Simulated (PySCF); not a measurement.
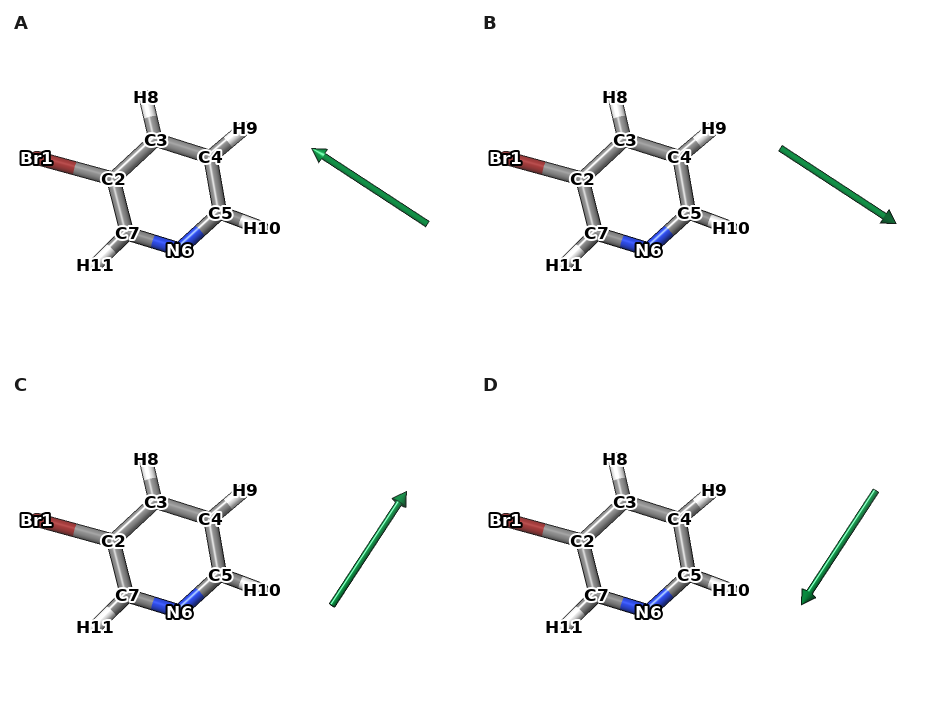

The same molecule four times, each with an arrow. Computed geometry: GFN2-xTB optimisation. No frequency run is at hand to confirm it as a minimum. Method: PBE0/pcSseg-1, gas phase (PySCF 2.14.0).

**Which arrow points along the dipole moment, from the negative to the positive end?**

C. The dipole moment is 2.05 D; it points from the side of H11 to the side of H9 (the outermost atoms at the two ends).

The geometry is semi-empirical. Around Br such bond lengths and angles can be off by a tenth of an ångström or more and by several degrees, and values that hang on the shape move with them.
